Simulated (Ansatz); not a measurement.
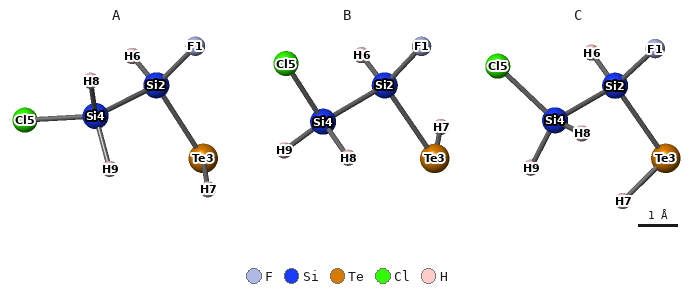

3 geometries from a converged minimum-energy path of Si2H4TeClF, shuffled. A ball-and-stick model, seen at a tilt.

These are results of RKS PBE0/def2-SVP (Ansatz), not measurements. Settings: 5 movable images; climbing image; force threshold 0.05 eV/Å; iteration limit 60; starting path through a guess of the saddle point.

Question: Which frame is the transition state?

Answer: C. In order along the path, whose images run from 0 to 6: A (image 1, +0.031 eV), C (image 3, +0.088 eV), B (image 6, +0.041 eV). The motion is a rotation about the Si2–Si4 bond by about 120°, with a turn of about 190° about Si2–Te3. No bond forms or breaks between the ends. Among the angles between lasting bonds that change up to the highest image: Te3–Si2–H6 105.2° → 111.2°, F1–Si2–Te3 112.5° → 108.2°.

The run took 6.5 min on 2 threads of Intel(R) Xeon(R) Platinum 8488C (Sapphire Rapids) (shared host), peak memory 0.34 GiB.
